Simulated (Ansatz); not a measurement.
# AlCl···CH$_{4}$: what the fields show

```xyz
7

Al   -0.1929    0.9715   -0.8726
C     1.4678   -0.1023    1.6182
H     0.4616   -0.4894    1.7662
H     2.1557   -0.6163    2.2897
H     1.4983    0.9666    1.8270
H     1.7916   -0.2859    0.5838
Cl   -1.7425   -0.4441   -0.4313
```

All numbers below come from Ansatz, RHF/def2-SVP.

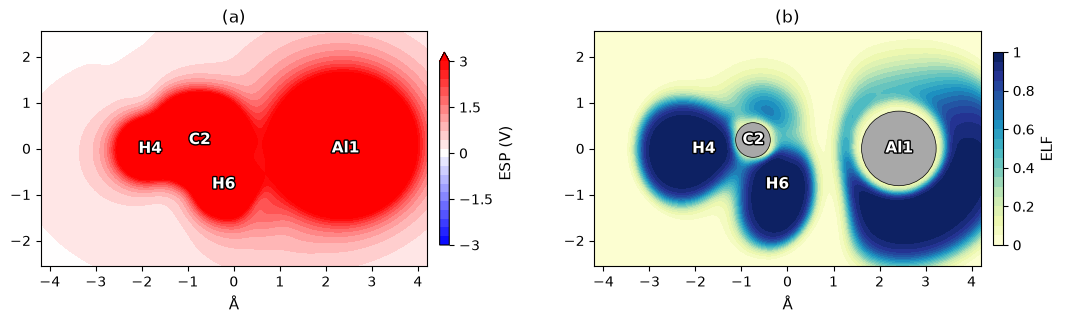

Figure 1. (a) molecular electrostatic potential; (b) ELF on the plane of atoms H4, C2 and H6. Grey discs cover the atomic cores in the ELF map.

### What does the map show?

The section cuts through Al, C and H sites.
C2···Al1 (3.18 Å): the ELF dips to about 0.05 between them.
C–H (1.09 Å): the ELF climbs to about 1 towards the hydrogen, as it does in any bond to H; a covalent bond by its length.
The ELF also peaks beside Al1, away from the bonds: lone-pair regions.
The potential has no marked negative region in this plane.

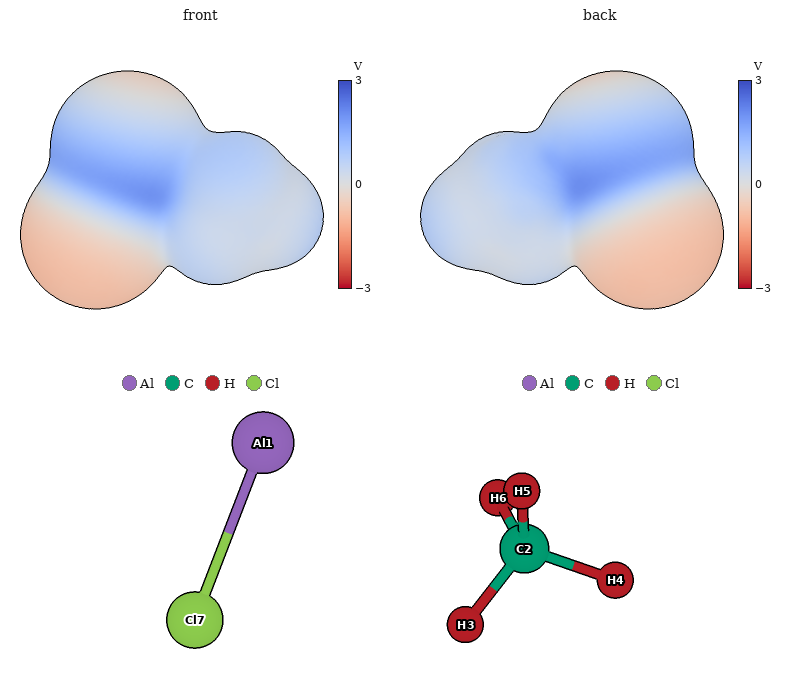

Figure 2. The electrostatic potential painted on the density surface at 0.002 e/bohr³, seen from the front and from behind; the colour scale runs from red (negative) to blue (positive). The bare structure is drawn below in the same view.

### Which sites attract a positive test charge, and which a negative one?

A positive charge is drawn to the negative regions and a negative charge to the positive ones. The most negative region (about −0.9 V) lies over Cl7, the most positive (about +2.0 V) over Al1.

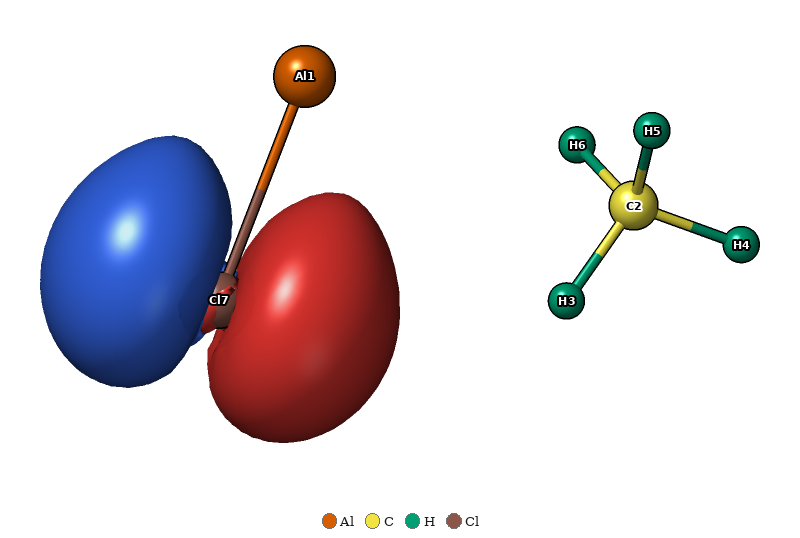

Figure 3. The HOMO−1 at ±0.15 Å⁻³ᐟ² (blue and red are the two phases), seen across its widest extent.

### Where does this orbital lie, and at what energy?

By Hirshfeld shares it lies mainly on Cl7 (about 90 %); largely a lone pair of Cl7. Its energy is −12.24 eV.

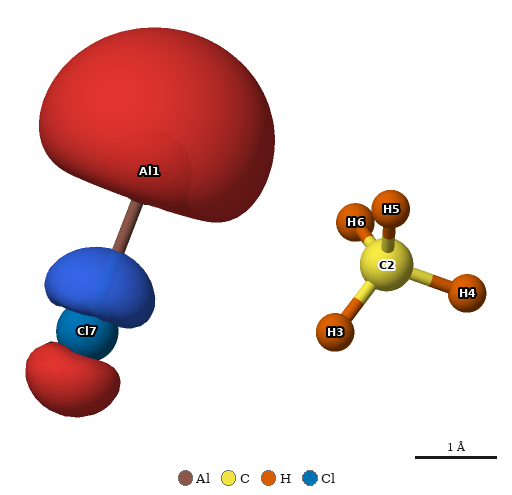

Figure 4. The HOMO at ±0.15 Å⁻³ᐟ² (red and blue are the two phases), seen across its widest extent.

### What is the character of this orbital?

By Hirshfeld shares it lies mainly on Al1 (about 80 %) and Cl7 (about 15 %). Its energy is −8.68 eV.
